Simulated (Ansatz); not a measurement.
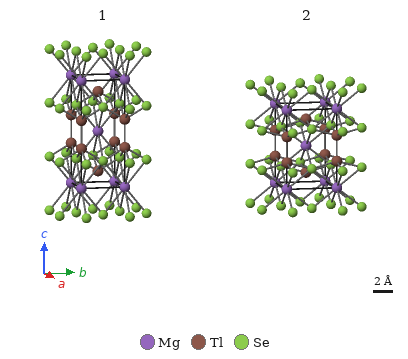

Two geometries of crystalline MgTl2Se2 (built on the CaSi2Ni2-139 type type), drawn at one scale. One is the start of a relaxation, the other its converged end. The picture is a ball-and-stick view of the conventional cell (2 times the calculation's cell), seen slightly off an axis. Lengths and directions refer to the drawn axes.

These are results of DFT, PBEsol, plane waves, PAW in Ansatz 0.2.0, not measurements. Set-up: plane-wave cutoff 420 eV; k-point mesh 6 × 6 × 6; occupations fermi dirac; smearing width 0.03 eV; no spin polarisation; cell and atoms relaxed; force threshold 0.01 eV/Å; at most 120 steps.

Q: Which one is relaxed?

A: Structure 2 is the relaxed one. The largest moves relative to the cell, 0.28 Å, are those of Tl atoms. Mg and Se stay in place. Cell: a = b 4.873 → 5.598 Å (+14.9 %), c 11.856 → 8.721 Å (−26.4 %). Volume −3.0 %. Near-neighbour distances that change, for instance: Mg–Se 3.837 → 3.548 Å, Tl–Tl 3.099 → 2.842 Å, Se–Tl 2.818 → 2.900 Å. Bond angles that change, for instance: Se–Tl–Se 119.7° → 149.7°, Tl–Se–Tl 119.7° → 149.7°, Tl–Tl–Se 120.1° → 105.2°. The space group stays I4/mmm (No. 139). Over 8 accepted moves (12 points after the start) the energy falls by 239 meV per atom. The largest force component goes from 0.47 to 0.00022 eV/Å. Pressure: 2.16 GPa at the start and 0.01 GPa at the end. The line search rejected the trial steps at points 6, 7 of the run. The SCF was repeated twice at an unchanged geometry on a basis and grid sized afresh for the cell, which shifted the energy by 2.6 meV per atom at most.
